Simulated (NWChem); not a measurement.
**UHF/STO-3G run of PH (SMILES [PH])**

Aim: the energy change on altering one bond length of PH at UHF/STO-3G, from 2 runs. 

The results are computed with NWChem 7.3.0.

19 further runs of the same task are left out: 19 set aside as unsound or not needed. Runs told in other sessions of the task aren't counted.

## (1) The structure to begin with

PH: 2 atoms, total charge 0, spin state triplet. SMILES: `[PH]`. Geometry: relaxed at PBE0-D4/def2-TZVP.

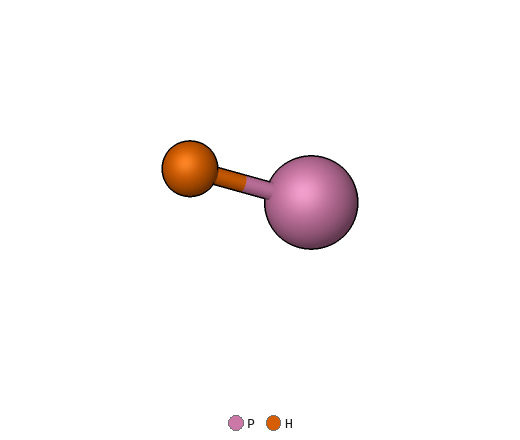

Viewed from a chosen angle; phosphorus pink, hydrogen orange.

## (2) Energy and forces at UHF/STO-3G

File run.py:

```python
from ase import Atoms
from ase.calculators.nwchem import NWChem

system = Atoms(['P', 'H'], positions=[
    [-0.000000, -0.000000, -0.014610],
    [0.000000, 0.000000, 1.413680],
])

calc = NWChem(
    label='calc',
    theory='scf',
    memory='2200 mb',
    basis='STO-3G',
    basispar='spherical bse',
    scf={'nopen': '2', 'uhf': None, 'thresh': '1e-08', 'maxiter': '80'},
)
system.calc = calc

forces = system.get_forces()
print(f"energy = {system.get_potential_energy():.6f} eV")
print("forces (eV/A):")
for s, f in zip(system.symbols, forces):
    print(f"{s:2s} {f[0]:10.5f} {f[1]:10.5f} {f[2]:10.5f}")
```

On the command line:

```
$ export ASE_NWCHEM_COMMAND="nwchem PREFIX.nwi > PREFIX.nwo"
$ python run.py
```

What it wrote:

```text
energy = -9182.236068 eV
forces (eV/A):
P     0.00000   -0.00000    0.89552
H    -0.00000    0.00000   -0.89552
```

The calculator wrote calc.nwi:

```
title "calc"

permanent_dir calc

scratch_dir calc

start calc

geometry units angstrom nocenter noautosym noautoz
  P  -0.0000000000000000e+00 -0.0000000000000000e+00 -1.4610000000000000e-02
  H  0.0000000000000000e+00 0.0000000000000000e+00 1.4136800000000000e+00
end

memory 2200 mb

basis spherical bse noprint
   * library STO-3G
end

scf
  nopen 2
  uhf
  thresh 1e-08
  maxiter 80
end

task scf gradient
```

calc.nwo:

```text
Northwest Computational Chemistry Package (NWChem) 7.3.0
             --------------------------------------------------------

           Job information
           ---------------

    nwchem branch   = 7.3.0
    use scalapack   = T
    input           = calc.nwi
    prefix          = calc.
    data base       = calc/calc.db
    status          = startup
    nproc           =        1

           Memory information
           ------------------

    heap     =     72089596 doubles =      550.0 Mbytes
    stack    =     72089601 doubles =      550.0 Mbytes
    global   =    144179200 doubles =     1100.0 Mbytes (distinct from heap & stack)
    total    =    288358397 doubles =     2200.0 Mbytes
    verify   = yes
    hardfail = no

           Directory information
           ---------------------

  0 permanent = calc
  0 scratch   = calc

[... 27 lines left out ...]
            Nuclear Dipole moment (a.u.)
[... 57 lines left out ...]
 1-e energy   =    -482.402996
[... 7 lines left out ...]
         Quadratically convergent UHF
[... 13 lines left out ...]
       Final UHF  results
[... 3 lines left out ...]
      One electron energy =   -481.758919901475
[... 1 line left out ...]
 Nuclear repulsion energy =      5.557455933316
[... 22 lines left out ...]
          Final beta eigenvalues
[... 76 lines left out ...]
                     UHF Final Beta Molecular Orbital Analysis
[... 111 lines left out ...]
     1   1 0 0     -0.000000      0.000000     -0.000000      0.000000
[... 8 lines of this table left out ...]
     2   0 0 2     -9.185510     -8.632327     -7.701357      7.148174

                              NWChem Gradients Module
                              -----------------------

                                       calc

  wavefunction    =   UHF

                         UHF ENERGY GRADIENTS

    atom               coordinates                        gradient
                 x          y          z           x          y          z
   1 P       0.000000   0.000000  -0.027609   -0.000000   0.000000  -0.017415
   2 H       0.000000   0.000000   2.671468    0.000000  -0.000000   0.017415

                 ----------------------------------------
                 |  Time  |  1-e(secs)   |  2-e(secs)   |
                 ----------------------------------------
                 |  CPU   |       0.00   |       0.02   |
                 ----------------------------------------
                 |  WALL  |       0.00   |       0.02   |
                 ----------------------------------------

 Task  times  cpu:        0.2s     wall:        0.2s
 Total times  cpu:        0.2s     wall:        0.2s
```

Wall time 1.9 s (1 thread of Intel Xeon Platinum 8175M at 2.50GHz (Skylake/Cascade Lake), shared host); peak memory 0.099 GiB.

## (3) The distorted shape: the energy at UHF/STO-3G

File nw.nw:

```
start nw
title "HP"
memory total 2200 mb
charge 0
geometry units angstroms noautosym nocenter noautoz
   P      0.000000     0.000000    -0.228820
   H      0.000000     0.000000     1.413680
end
basis spherical bse
   * library STO-3G
end
scf
   triplet
   uhf
   thresh 1e-08
   maxiter 80
   print medium
end
task scf
```

On the command line:

```
$ nwchem nw.nw > nw.out
```

What it wrote:

```text
[...]
  functions       =    10
[...]
  wavefunction    = UHF
[...]
         Total SCF energy =   -337.417018726694
      One electron energy =   -480.303916445900
      Two electron energy =    138.054228778569
 Nuclear repulsion energy =      4.832668940637
                       Sz =      1.0000
                 Sz(Sz+1) =      2.0000
                      S^2 =      2.0449
[...]
```

It took 0.87 s on 1 thread of Intel Xeon Platinum 8175M at 2.50GHz (Skylake/Cascade Lake), shared host; peak memory 0.099 GiB.

## (4) Summary of results

Level: UHF/STO-3G.

| quantity | value |
| --- | --- |
| first shape: total energy | -337.44095 Eh |
| first shape: dipole moment | 0.26 D |
| first shape: HOMO energy (highest over α and β) | -7.17 eV |
| first shape: LUMO energy (lowest over α and β) | 7.93 eV |
| first shape: ⟨S²⟩ | 2.011 |
| first shape: largest force on an atom | 0.896 eV/Å |
| distorted shape: total energy | -337.41702 Eh |
| distorted shape: dipole moment | 0.11 D |
| distorted shape: HOMO energy (highest over α and β) | -7.26 eV |
| distorted shape: LUMO energy (lowest over α and β) | 7.91 eV |
| distorted shape: ⟨S²⟩ | 2.045 |
| energy change with the P1–H2 bond stretched from 1.428 to 1.643 Å | 0.651 eV |

What this shows: With the P1–H2 bond stretched from 1.428 to 1.643 Å the energy rises by 0.65 eV (62.8 kJ/mol). The first shape isn't relaxed at this level, so the change isn't measured from a minimum. The minimal basis adds a large error of its own. The largest force (first shape) is 0.90 eV/Å: the shape isn't a stationary point for this species at this level.
